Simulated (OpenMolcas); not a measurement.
**C2H8OSi (SMILES CC[SiH2]O): an attempt with OpenMolcas**

Wanted: the energy of C2H8OSi.

The calculation is run with OpenMolcas 26.06.

### Step 1. The structure to begin with

C2H8OSi: 12 atoms, total charge 0, spin state singlet. SMILES: `CC[SiH2]O`. Geometry: relaxed at PBE0-D4/def2-TZVP. This is one conformer, not always the lowest.

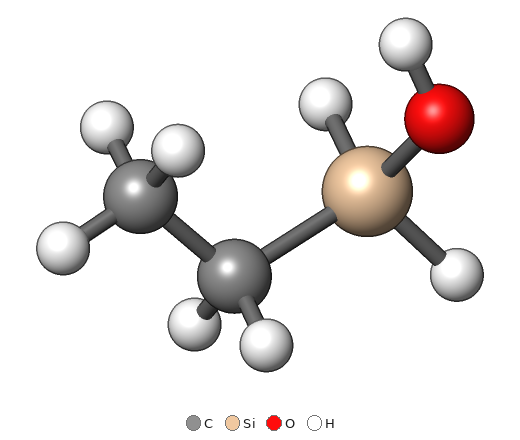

The structure, seen from a chosen angle (carbon grey, silicon light orange, oxygen red, hydrogen white).

### Step 2. The input as written

geom.xyz reads:

```xyz
12

C     -1.462000    -0.315100    -0.130400
C     -0.193100    -0.595200     0.670600
Si     1.348100     0.138200    -0.088600
O      1.258000     1.782700    -0.229600
H     -1.384700    -0.701300    -1.150800
H     -1.659100     0.758300    -0.198700
H     -2.341400    -0.775300     0.326800
H     -0.292100    -0.210900     1.691700
H     -0.031100    -1.675800     0.767200
H      1.555800    -0.473500    -1.435500
H      2.530600    -0.124900     0.769100
H      0.748100     2.137600    -0.957900
```

step12.input reads:

```
* C2H8OSi CASPT2

&GATEWAY
 Coord
 geom.xyz
 Basis
 ANO-R1
 Group
 NoSym
 RICD

&SEWARD

&RASSCF
 FileOrb
 $CurrDir/step2.RasOrb
 Spin
 1
 Nactel
 9 0 0
 Inactive
 17
 Ras2
 8
 OrbListing
 Nothing
 OrbAppear
 Compact

&CASPT2
```

Command:

```console
$ export MOLCAS_MEM=1860
$ pymolcas step12.input > step12.log
```

What it wrote:

```text
--- Start Module: gateway ---

                                              &GATEWAY

                       available to each process: 1.9 GB of memory, 1 thread

++    Symmetry information:
      ---------------------

                    Character Table for C1

                             E
                    a        1  x, y, xy, Rz, z, xz, Ry, yz, Rx, I
--

++    Basis set information:
      ----------------------

      Basis set label: C.ANO-R...3S2P1D.

      Electronic valence basis set:
      ------------------
      Associated Effective Charge   6.000000 au
      Associated Actual Charge      6.000000 au
      Nuclear Model: Finite nucleus - Gaussian distribution
        Gaussian exponent, Xi/bohr**(-2):  6.80775E+08

      Shell  nPrim  nBasis  Cartesian Spherical Contaminant
         s      12       3        X
         p       7       2        X
         d       3       1                 X

      Basis set label: SI.ANO-R...4S3P1D.

      Electronic valence basis set:
      ------------------
      Associated Effective Charge  14.000000 au
      Associated Actual Charge     14.000000 au
      Nuclear Model: Finite nucleus - Gaussian distribution
        Gaussian exponent, Xi/bohr**(-2):  4.34677E+08

[... 134 lines left out ...]
                  Atomic mean-field integrals
                  RI decomposed two-electron repulsion integrals stored Cholesky style
                   - acCD auxiliary basis
                   - CD Threshold:   1.00E-04

                   Integrals are discarded if absolute value <: 1.00E-14
                   Integral cutoff threshold is set to       <: 1.00E-16

            Nuclear Potential Energy            176.42407812 au

      Basis set specifications :
      Symmetry species         a
      Basis functions          100

--- Stop Module: seward /rc=_RC_ALL_IS_WELL_ ---
--- Module seward spent 5 seconds ---

--- Start Module: rasscf ---

                                              &RASSCF

                       available to each process: 1.9 GB of memory, 1 thread

 ******************** ERROR *********************
 ###############################################################################
 ###    ERROR: No such wave function.                                        ###
 ###############################################################################
 The following combined specifications are wrong.
 Nr of active electrons NACTEL=   9
 Nr of active orbitals     NAC=   8
 Spin degeneracy         ISPIN=   1
 There can be no such wave function.
 ************************************************
--- Stop Module: rasscf /rc=_RC_INPUT_ERROR_ ---

.####################.
.# User input error #.
.####################.

    Timing: Wall=6.99 User=6.33 System=0.61
```

Run time: 7.5 s. Hardware: 1 thread of AMD EPYC 7R43 (Zen 3), shared host; peak memory 0.081 GiB.

### Step 3. What went wrong

The job stopped with an error part of the way.

The telling line is `ERROR: No such wave function.`. What is wrong: wrong electron count.
